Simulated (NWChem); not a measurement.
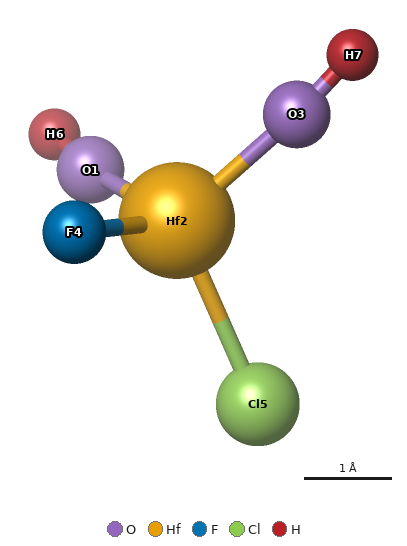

*The input geometry (ball-and-stick view, seen at a tilt; atoms are numbered from 1 in the order of the input). Sticks mark near contacts.*

Bond lengths as drawn: Cl–Hf 2.37 Å, F–Hf 1.91 Å, Hf–O 1.90 Å and H–O 0.95 Å.

**HfH2ClO2F: energy and gradient calculation**

HfH2ClO2F, SMILES [OH][Hf]([OH])([F])[Cl], computed with PBE0/def2-SVP, RKS, core potentials def2-SVP (NWChem 7.3.0).

The geometry comes from this level: PBE0-D4/def2-TZVP.

### What the program printed
```
E = -20660.452246 eV
forces (eV/A):
O     0.00046   -0.02268   -0.02988
Hf   -0.07472   -0.06628    0.02180
O    -0.00571    0.00123    0.04134
F     0.11534   -0.12886    0.05857
Cl   -0.13925   -0.03198    0.00247
H     0.03898    0.18964    0.12408
H     0.06479    0.05893   -0.21844
dipole (e A): [ 0.3574  0.6874 -0.2457]
```

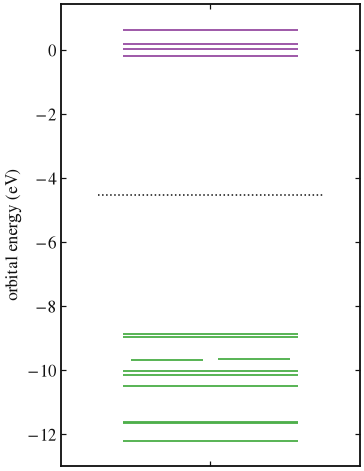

*Orbital energies near the frontier; the dotted line parts filled from empty levels, and levels within 0.02 eV of each other stand side by side.*

Highest filled −8.88 eV, lowest empty −0.19 eV, 8.69 eV apart.

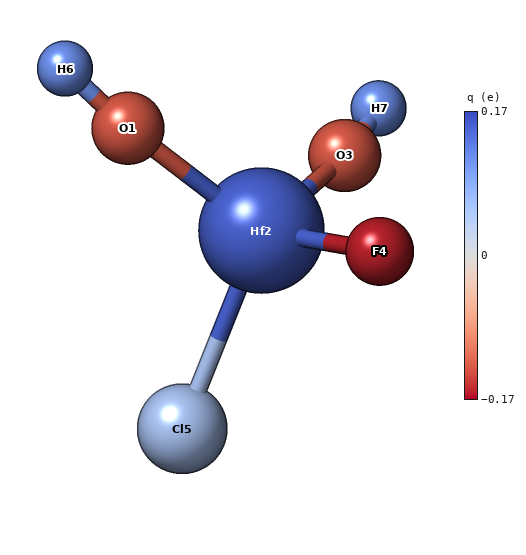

*Löwdin charges, as the colour of each atom (ball-and-stick view, seen at a tilt; atoms are numbered from 1 in the order of the input).*

By element: O −0.13, Hf +0.15, F −0.16, Cl +0.05 and H +0.11 e.

The run was set up as follows.

### Input file
```python
from ase import Atoms
from ase.calculators.nwchem import NWChem

atoms = Atoms('OHfOFClHH', positions=[
    [0.168300, 1.103000, 1.262900],
    [-0.106200, -0.411600, 0.143200],
    [0.378000, -0.041900, -1.660000],
    [0.985800, -1.840700, 0.781700],
    [-2.378900, -1.061300, 0.234600],
    [0.355600, 1.922400, 1.708200],
    [0.658500, 0.262200, -2.516400],
])

calc = NWChem(
    label='sp',
    theory='dft',
    memory='2200 mb',
    basis='def2-SVP',
    basispar='spherical bse',
    dft={'xc': 'pbe0', 'mult': '1', 'grid': 'fine', 'convergence': 'energy 1e-08', 'iterations': '100', 'mulliken': None},
    **{'ecp bse': {'Hf library': 'def2-SVP'}},
)
atoms.calc = calc

forces = atoms.get_forces()
e = atoms.get_potential_energy()
print(f"E = {e:.6f} eV")
print("forces (eV/A):")
for s, f in zip(atoms.symbols, forces):
    print(f"{s:2s} {f[0]:10.5f} {f[1]:10.5f} {f[2]:10.5f}")
print("dipole (e A):", atoms.get_dipole_moment().round(4))
```

### File sp.nwi
```
title "sp"

permanent_dir sp

scratch_dir sp

start sp

geometry units angstrom nocenter noautosym noautoz
  O  1.6830000000000001e-01 1.1030000000000000e+00 1.2628999999999999e+00
  Hf -1.0620000000000000e-01 -4.1160000000000002e-01 1.4319999999999999e-01
  O  3.7800000000000000e-01 -4.1900000000000000e-02 -1.6599999999999999e+00
  F  9.8580000000000001e-01 -1.8407000000000000e+00 7.8169999999999995e-01
  Cl -2.3788999999999998e+00 -1.0612999999999999e+00 2.3460000000000000e-01
  H  3.5560000000000003e-01 1.9224000000000001e+00 1.7081999999999999e+00
  H  6.5849999999999997e-01 2.6219999999999999e-01 -2.5164000000000000e+00
end

memory 2200 mb

basis spherical bse noprint
   * library def2-SVP
end

dft
  xc pbe0
  mult 1
  grid fine
  convergence energy 1e-08
  iterations 100
  mulliken
end
ecp bse
  Hf library def2-SVP
end

task dft gradient
```

Launch command:
```bash
export ASE_NWCHEM_COMMAND="nwchem PREFIX.nwi > PREFIX.nwo"
python run.py
```

### Summary

| quantity | value |
| --- | --- |
| outcome | converged |
| total energy | −759.257622 hartree |
| basis functions | 102 |
| largest force | 0.235 eV/Å |
| HOMO | −8.88 eV |
| LUMO | −0.19 eV |
| dipole moment | 3.90 D |
| hardware | 1 thread of Intel Xeon (Granite Rapids), 64 GiB of memory available, shared host |
| wall time | 25 s |
| peak memory | 0.13 GiB |
